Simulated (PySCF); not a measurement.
## Electronic structure of C5H10BFSi (SMILES CC=C=CC[SiH2]BF) in real space

Input file:

```
{"job": {"kind": "nmr", "xc": "PBE0", "basis": "pcSseg-1"}, "charge": 0, "multiplicity": 1}
C      2.160811     1.730890    -0.281370
C      2.044601     0.773534     0.868457
C      0.923178     0.272706     1.287292
C     -0.204033    -0.242925     1.673817
C     -0.788000    -1.505423     1.120633
Si    -2.165263    -1.104192    -0.164898
B     -1.353669    -0.164999    -1.700990
F     -1.475642     1.141117    -1.818046
H      2.828567     1.324244    -1.041181
H      2.580190     2.677033     0.061075
H      1.188321     1.918738    -0.729949
H      2.974616     0.522133     1.365461
H     -0.799479     0.263346     2.423864
H     -1.205842    -2.100004     1.932374
H     -0.006154    -2.096811     0.642611
H     -3.200112    -0.348661     0.562814
H     -2.791567    -2.395835    -0.501367
H     -0.719285    -0.658572    -2.565574
```

Command:

```sh
OMP_NUM_THREADS=1 python probes_run.py task.json out
```

Geometry: GFN2-xTB.

All numbers below come from PBE0/pcSseg-1, SCF density, gas phase, non-relativistic (PySCF).

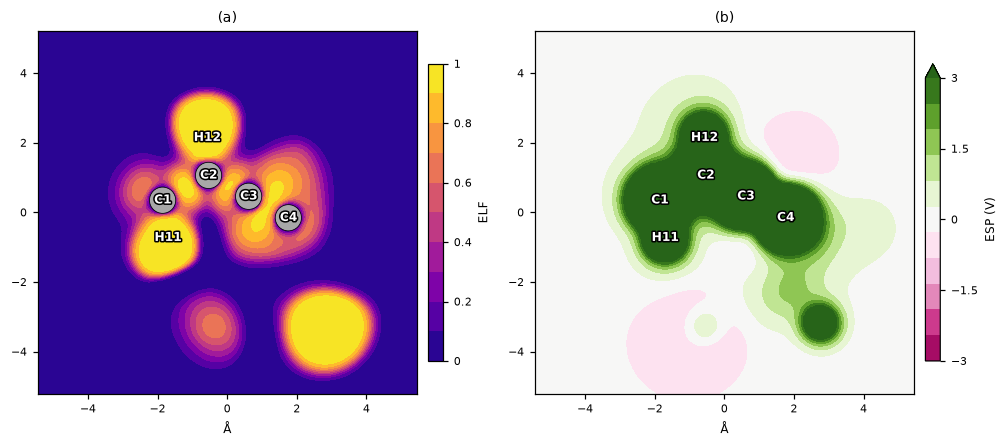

Figure 1. (a) ELF; (b) molecular electrostatic potential on the plane of atoms C3, C2 and H12. Grey discs cover the atomic cores in the ELF map.

> What does the map show?

- Atoms in the plane: C and H.
- C–C (1.30 Å): the ELF peaks at about 0.90 between the atoms: a short, multiple covalent bond.
- C–H (1.09 Å): the ELF climbs to about 1 towards the hydrogen, as it does in any bond to H: an ordinary covalent bond to hydrogen.
- C–C (1.50 Å): the ELF peaks at about 0.95 between the atoms; localised, covalent bonding.
- Outside the dense part of the molecule the potential is most negative (−0.8 V) near C4.

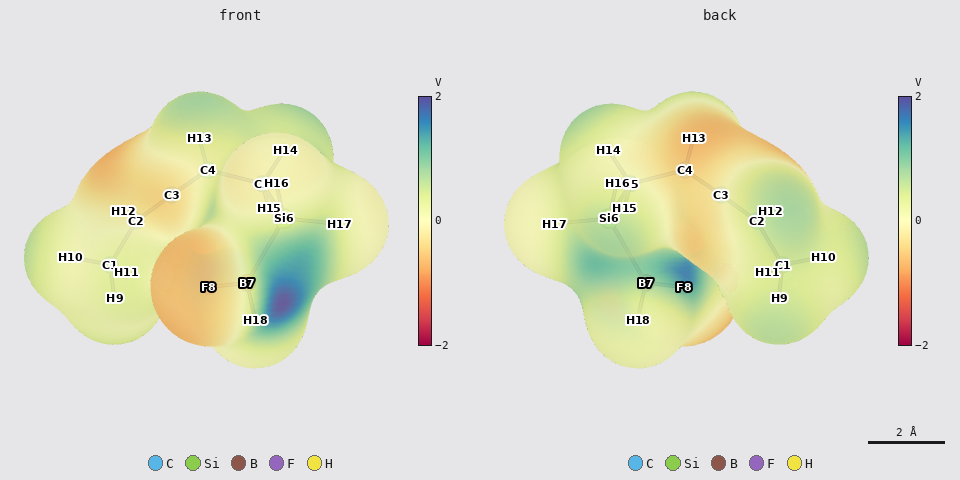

Figure 2. The molecular electrostatic potential painted on the density surface at 0.002 e/bohr³, seen from the front and from behind; red is negative and blue positive.

> Which sites attract a positive test charge, and which a negative one?

A positive charge is drawn to the negative regions and a negative charge to the positive ones. The most negative region (about −0.7 V, or −16 kcal/mol for a unit charge) lies over C2, C3, C4 and F8, the most positive (about +1.8 V, or +42 kcal/mol for a unit charge) over B7.

> What dipole moment does the calculation give?

Its dipole moment is 0.75 D.
